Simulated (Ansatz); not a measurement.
# CHN with GeH₄: superposition error and deformation, part 3 of 3

Ansatz 0.2.0, Gaussian basis. Earlier steps stand in the parts before.

## (23) BLYP-D4/def2-TZVPPD

The inputs:

free-a/in.yaml

```yaml
crystal:
  periodic: [false, false, false]
  atoms:
    - {symbol: C, position_ang: [-0.090223, 0.395715, -2.865854]}
    - {symbol: N, position_ang: [-0.049935, 0.350521, -1.721812]}
    - {symbol: H, position_ang: [-0.127848, 0.437934, -3.933069]}
basis:
  gaussian: {orbitals: "def2-TZVPPD.json"}
hamiltonian: {xc: {name: BLYP}, dispersion: d4}
```

free-b/in.yaml

```yaml
crystal:
  periodic: [false, false, false]
  atoms:
    - {symbol: Ge, position_ang: [0.053633, -0.236904, 1.704538]}
    - {symbol: H, position_ang: [-1.324191, -0.622068, 1.150072]}
    - {symbol: H, position_ang: [1.137725, -1.058312, 0.994455]}
    - {symbol: H, position_ang: [0.097989, -0.523990, 3.211241]}
    - {symbol: H, position_ang: [0.302950, 1.257207, 1.460328]}
basis:
  gaussian: {orbitals: "def2-TZVPPD.json"}
hamiltonian: {xc: {name: BLYP}, dispersion: d4}
```

The same command starts each run, in its folder.

The run is started by

```sh
$ ansatz run in.yaml --threads 4 --pin off --events-out ev --progress --plain --max-ram 9574MiB
```

Log of free-a, cut to the lines that bear on the results:

```text
Functional definition: BLYP
  name "BLYP"
  cite "Becke, Phys. Rev. A 38, 3098 (1988) doi:10.1103/PhysRevA.38.3098"
  cite "Lee, Yang & Parr, Phys. Rev. B 37, 785 (1988) doi:10.1103/PhysRevB.37.785"
[...]
412 factors; their error is unknown
[...]
mean field -2542.73639637 eV, -93.4438390381 hartree, gradient 1.3e-5 eV, S^2 0.000000; 0 other end points of the search recorded, 0 dependent functions left out
reference -2542.73663060 eV, -93.4438476459 hartree; 7, 7 occupied and 84, 84 virtual orbitals, 412 factors
Total energy: -2542.78056018 eV, -93.4454620281 hartree
```

free-b printed, cut to the lines that bear on the results:

```text
[... 4 set-up lines as earlier in the session ...]
[...]
609 factors; their error is unknown
[...]
mean field -56584.23867024 eV, -2079.4324169566 hartree, gradient 2.5e-5 eV, S^2 0.000000; 0 other end points of the search recorded, 0 dependent functions left out
reference -56584.23893900 eV, -2079.4324268334 hartree; 18, 18 occupied and 104, 104 virtual orbitals, 609 factors
Total energy: -56584.33774024 eV, -2079.4360577122 hartree
```

They took 0.35 s (free-a), 0.6 s (free-b) on 4 threads of Intel Xeon Platinum 8259CL at 2.50GHz, shared host.

## (24) revPBE-D4/def2-TZVPPD

The same edit goes into each in.yaml of step 23 (free-a, free-b):

```diff
-hamiltonian: {xc: {name: BLYP}, dispersion: d4}
+hamiltonian: {xc: {name: revPBE}, dispersion: d4}
```

Each run has its own folder and the same command.

The run is started by

```sh
$ ansatz run in.yaml --threads 4 --pin off --events-out ev --progress --plain --max-ram 9574MiB
```

Log of free-a, cut to the lines that bear on the results:

```text
[... 4 set-up lines as earlier in the session ...]
[...]
412 factors; their error is unknown
[...]
mean field -2542.61566961 eV, -93.4394024114 hartree, gradient 8.8e-5 eV, S^2 0.000000; 0 other end points of the search recorded, 0 dependent functions left out
reference -2542.61570439 eV, -93.4394036894 hartree; 7, 7 occupied and 84, 84 virtual orbitals, 412 factors
Total energy: -2542.69031725 eV, -93.4421456614 hartree
```

Log of free-b, cut to the lines that bear on the results:

```text
[... 4 set-up lines as earlier in the session ...]
[...]
609 factors; their error is unknown
[...]
mean field -56578.65350463 eV, -2079.2271659063 hartree, gradient 1.6e-5 eV, S^2 0.000000; 0 other end points of the search recorded, 0 dependent functions left out
reference -56578.65354257 eV, -2079.2271673006 hartree; 18, 18 occupied and 104, 104 virtual orbitals, 609 factors
Total energy: -56578.80051203 eV, -2079.2325683288 hartree
```

They took 0.3 s (free-a), 0.6 s (free-b) on 4 threads of Intel Xeon Platinum 8259CL at 2.50GHz, shared host.

## (25) B97M-V/def2-TZVPPD

The same edit goes into each in.yaml of step 24 (free-a, free-b):

```diff
-hamiltonian: {xc: {name: revPBE}, dispersion: d4}
+hamiltonian: {xc: {name: B97M-V}}
```

The same command starts each run, in its folder.

The run is started by

```sh
$ ansatz run in.yaml --threads 4 --pin off --events-out ev --progress --plain --max-ram 9574MiB
```

Output in free-a, cut to the lines that bear on the results:

```text
[... 5 set-up lines as earlier in the session ...]
  # Of w^i u^j: cxij and so on, Table III.
[...]
  gx(w, u) = cx00 + cx01*u + cx02*u^2 + (cx10 + cx11*u)*w
[...]
  gos(w, u) = cos00 + cos01*u + cos03*u^3 + cos10*w + cos32*w^3*u^2
[...]
      + integral(e_c_pw_mod_opposite_spin*gos(b97_w_opposite, b97_u_opposite)) + vv10(b, c)
412 factors; their error is unknown
[...]
mean field -2542.94222513 eV, -93.4514031054 hartree, gradient 1.0e-5 eV, S^2 0.000000; 0 other end points of the search recorded, 0 dependent functions left out
reference -2542.94226516 eV, -93.4514045763 hartree; 7, 7 occupied and 84, 84 virtual orbitals, 412 factors
Total energy: -2542.94226516 eV, -93.4514045763 hartree
```

free-b printed, cut to the lines that bear on the results:

```text
[... 5 set-up lines as earlier in the session ...]
  # Of w^i u^j: cxij and so on, Table III.
[...]
  gx(w, u) = cx00 + cx01*u + cx02*u^2 + (cx10 + cx11*u)*w
[...]
  gos(w, u) = cos00 + cos01*u + cos03*u^3 + cos10*w + cos32*w^3*u^2
[...]
      + integral(e_c_pw_mod_opposite_spin*gos(b97_w_opposite, b97_u_opposite)) + vv10(b, c)
609 factors; their error is unknown
[...]
mean field -56572.57436961 eV, -2079.0037618152 hartree, gradient 2.4e-5 eV, S^2 0.000000; 0 other end points of the search recorded, 0 dependent functions left out
reference -56572.57441477 eV, -2079.0037634747 hartree; 18, 18 occupied and 104, 104 virtual orbitals, 609 factors
Total energy: -56572.57441477 eV, -2079.0037634747 hartree
```

Wall times: 0.75 s (free-a), 1.8 s (free-b) on 4 threads of Intel Xeon Platinum 8259CL at 2.50GHz, shared host.

## (26) HSE06-D4/def2-TZVPPD

The same edit goes into each in.yaml of step 25 (free-a, free-b):

```diff
-hamiltonian: {xc: {name: B97M-V}}
+hamiltonian: {xc: hse06, dispersion: d4}
```

One command serves all of them, each in its own folder.

The run is started by

```sh
$ ansatz run in.yaml --threads 4 --pin off --events-out ev --progress --plain --max-ram 9574MiB
```

Log of free-a, cut to the lines that bear on the results:

```text
[... 6 set-up lines as earlier in the session ...]
[...]
  # The whole range is PBE's own exchange, as in plane waves. The composition of these papers is wPBEh.
[...]
412 factors; their error is unknown
38 factors; integrals over basis functions are off by at most 1.1e-4 eV
[...]
mean field -2539.94108319 eV, -93.3411131732 hartree, gradient 8.5e-5 eV, S^2 0.000000; 0 other end points of the search recorded, 0 dependent functions left out
reference -2539.94111153 eV, -93.3411142146 hartree; 7, 7 occupied and 84, 84 virtual orbitals, 412 factors
Total energy: -2539.95480891 eV, -93.3416175841 hartree
```

free-b printed, cut to the lines that bear on the results:

```text
[... 6 set-up lines as earlier in the session ...]
[...]
662 factors; their error is unknown
67 factors; integrals over basis functions are off by at most 1.6e-6 eV
[...]
mean field -56575.71485245 eV, -2079.1191724308 hartree, gradient 2.6e-5 eV, S^2 0.000000; 0 other end points of the search recorded, 0 dependent functions left out
reference -56575.71488482 eV, -2079.1191736203 hartree; 18, 18 occupied and 104, 104 virtual orbitals, 662 factors
Total energy: -56575.74738230 eV, -2079.1203678805 hartree
```

Wall times: 0.5 s (free-a), 1 s (free-b) on 4 threads of Intel Xeon Platinum 8259CL at 2.50GHz, shared host.

## (27) CCSD(T)/def2-TZVPPD

The same edit goes into each in.yaml of step 26 (free-a, free-b):

```diff
-hamiltonian: {xc: hse06, dispersion: d4}
+correlation: {method: ccsd_t}
```

The same command starts each run, in its folder.

The run is started by

```sh
$ ansatz run in.yaml --threads 4 --pin off --events-out ev --progress --plain --max-ram 9574MiB
```

free-a printed, cut to the lines that bear on the results:

```text
[... 4 set-up lines as earlier in the session ...]
[...]
554 factors; integrals over basis functions are off by at most 1.0e-3 eV
[...]
mean field -2528.28269648 eV, -92.9126753642 hartree, gradient 2.6e-6 eV, S^2 0.000000; 0 other end points of the search recorded, 0 dependent functions left out
2 core orbitals not correlated: weight in the atoms' cores, before any rotation towards them, 1.000 or more for the frozen orbitals, at most 0.000 for the correlated occupied ones
reference -2528.28269648 eV, -92.9126753642 hartree; 5, 5 occupied and 84, 84 virtual orbitals, 554 factors
second order -9.35429547 eV of doubles, -0.00000000 eV of singles
cycle   1  -9.09269346 eV  change    2.6e-1 eV  update   8.0e-2
[...]
cycle   9  -9.47953477 eV  change   -6.5e-6 eV  update   5.3e-6
perturbative correction -0.48131115 eV, -0.0176878586 hartree
Total energy: -2538.24354240 eV, -93.2787297000 hartree
```

free-b printed, cut to the lines that bear on the results:

```text
[... 4 set-up lines as earlier in the session ...]
[...]
694 factors; integrals over basis functions are off by at most 6.2e-4 eV
[...]
mean field -56536.53900162 eV, -2077.6794864671 hartree, gradient 2.9e-6 eV, S^2 0.000000; 0 other end points of the search recorded, 0 dependent functions left out
9 core orbitals not correlated: weight in the atoms' cores, before any rotation towards them, 1.000 or more for the frozen orbitals, at most 0.000 for the correlated occupied ones
reference -56536.53900162 eV, -2077.6794864671 hartree; 9, 9 occupied and 104, 104 virtual orbitals, 694 factors
second order -7.64825347 eV of doubles, -0.00000000 eV of singles
cycle   1  -7.82833290 eV  change   -1.8e-1 eV  update   7.3e-2
[...]
cycle   8  -8.18975626 eV  change   -8.6e-6 eV  update   9.2e-6
perturbative correction -0.23372363 eV, -0.0085891848 hartree
Total energy: -56544.96248151 eV, -2077.9890436433 hartree
```

Times: 0.9 s (free-a), 3.2 s (free-b) on 4 threads of Intel Xeon Platinum 8259CL at 2.50GHz, shared host; peak memory 0.53 GiB.

## (28) The split

```
      method  interaction with counterpoise (meV)  without  superposition error  deformation  binding energy
      PBE-D4                                  -54      -58                    4            2             -52
   revPBE-D4                                  -38      -43                    4            2             -37
     BLYP-D4                                  -39      -45                    5            2             -38
   r2SCAN-D4                                  -42      -47                    4            2             -41
      B97M-V                                  -60      -64                    4            1             -58
     PBE0-D4                                  -52      -56                    4            1             -51
    B3LYP-D4                                  -48      -52                    5            1             -46
    HSE06-D4                                  -53      -57                    4            1             -51
     wB97X-V                                  -56      -60                    4            1             -54
     wB97M-V                                  -55      -60                    5            1             -54
      B2PLYP                                  -27      -37                   11            2             -25
Hartree-Fock                                   -7      -11                    4            0              -7
         MP2                                  -55      -80                   25            3             -52
        CCSD                                  -42      -65                   23            2             -40
     CCSD(T)                                  -49      -73                   24            2             -47
```

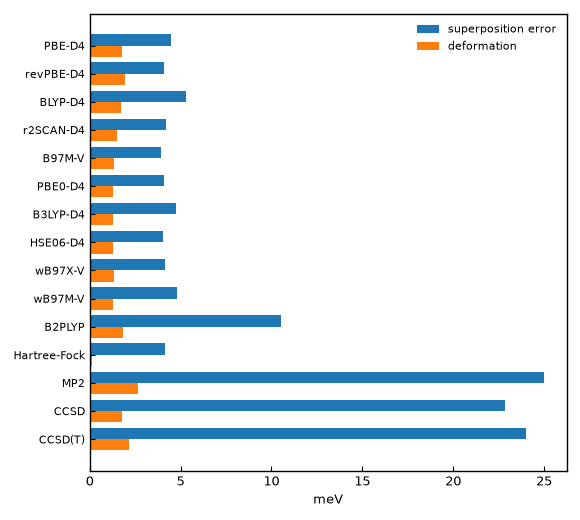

Superposition error and deformation energy by method.

## (29) Summary of results

The summary covers parts 1 to 3.

| quantity | value |
| --- | --- |
| interaction, CCSD(T) | -49 meV |
| superposition error | 24 meV |
| deformation | 2 meV |
| binding energy | -47 meV |

**Reading.** In this basis the superposition error is 24 meV for CCSD(T) and 4 meV on average for the plain functionals: correlated methods borrow far more, since they need many more functions to converge. Deformation takes back 4 % of the interaction.
